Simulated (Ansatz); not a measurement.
Base system: NaZnCl3 in the cubic perovskite structure (space group Pm-3m, No. 221; a = 4.859 Å; a hypothetical phase, not in the database extracts checked). Axes: x, y, z lie along the cube axes.

Now apply this change: strain tensor (xx, yy, zz, yz, xz, xy) = (+0.10, −2.76, +1.37, −0.19, +0.66, +0.04) %, atoms relaxed at fixed cell.

The values are results of r2SCAN/PAW in Ansatz (a program for electronic structure), without spin-orbit coupling, not measurements.

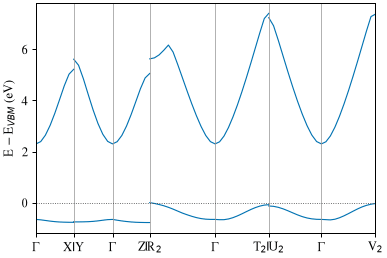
Fig. 1. Highest valence and lowest conduction band along the path of the changed cell's own zone

The gap is 2.30 eV, indirect, R₂ → Γ; the base has 2.34 eV.

Stability against distortions was not tested. Many cubic perovskites are stable only at high temperature; tilts and polar distortions were not tested. Labels are those of the standard path for the cell's own space group.
